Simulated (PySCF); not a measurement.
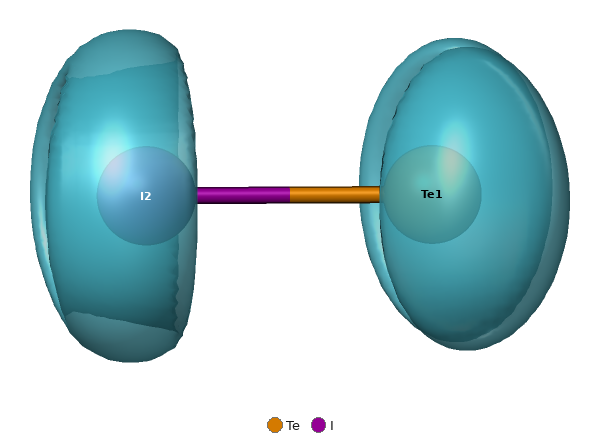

The picture shows: TeI (doublet). Isosurface of the ELF at 0.8 (cyan), seen from one side. Core shells and regions of very low density are left out.

Core potentials replace the inner electrons of Te and I.

Level of theory: PBE0/cc-pVDZ(-PP), non-relativistic Hamiltonian with scalar-relativistic core potentials where named, at a bond length of 2.684 Å (PySCF).

Q: Describe the localisation domains.

A: The ELF exceeds this value in one ring or bowl of non-bonding electrons around I and two lobes on Te, pointing away from the bonds (non-bonding electrons). Profiles from the grid: Te–I (2.68 Å): the ELF peaks at about 0.65 between the atoms.
